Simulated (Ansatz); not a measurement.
SrHfO3 (cubic perovskite): energy against volume

SrHfO3 (cubic perovskite)

```yaml
crystal:
  lattice:
    - [4.10580, 0.00000, 0.00000]
    - [0.00000, 4.10580, 0.00000]
    - [0.00000, 0.00000, 4.10580]
  atoms:
    - { symbol: Sr, position: [0.50000, 0.50000, 0.50000] }
    - { symbol: Hf, position: [0.00000, 0.00000, 0.00000] }
    - { symbol: O, position: [0.00000, 0.50000, 0.00000] }
    - { symbol: O, position: [0.50000, 0.00000, 0.00000] }
    - { symbol: O, position: [0.00000, 0.00000, 0.50000] }
```

The volume is varied about the relaxed value V₀ at fixed cell shape. Symmetry pins the atoms to their sites.

All values below come from PBEsol (plane waves to 420 eV, PAW, scalar-relativistic; Ansatz, a first-principles code). k mesh 8×8×8 (Γ-centred), Fermi-Dirac smearing 0.05 eV. The energy includes the smearing's −TS. Stress and pressure are positive under compression. Spin-orbit coupling is left out, though Hf is heavy. SrHfO3 is run without spin polarisation. SrHfO3 was relaxed with its symmetry unable to fall. ΔE is measured from the relaxed starting cell.

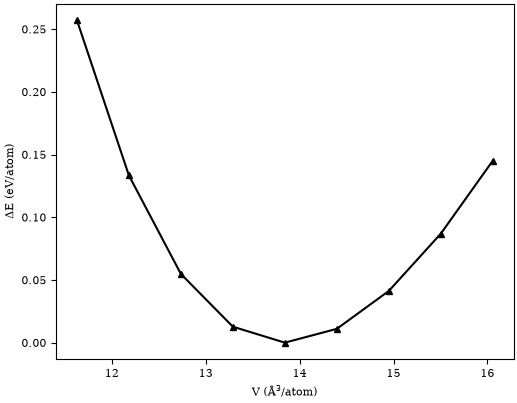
Fig. 1. ΔE (eV/atom) against V (Å³/atom); one marker a computed point.

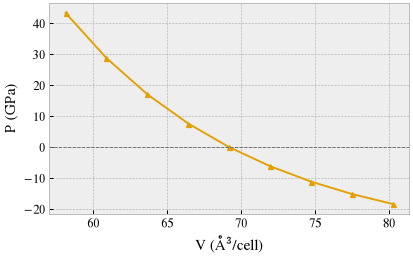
*P (GPa) against V (Å³/cell); computed points joined by lines.*

The energy cost of the largest compression is 257.2 meV/atom and the pressure for 5 % compression (fit) is 9.8 GPa. The equilibrium volume of the fit is 13.84 Å³/atom and the pressure at the smallest volume is 43.4 GPa. The pressure derivative B₀′ (fit) is 4.3.

P = (3B₀/2)(x⁷ − x⁵)[1 + ¾(B₀′ − 4)(x² − 1)] with x = (1/0.95)^(1/3), B₀ = 171 GPa and B₀′ = 4.32.

(A scan under strain: stresses follow from slopes of the energy per volume, elastic moduli from its curvatures.)
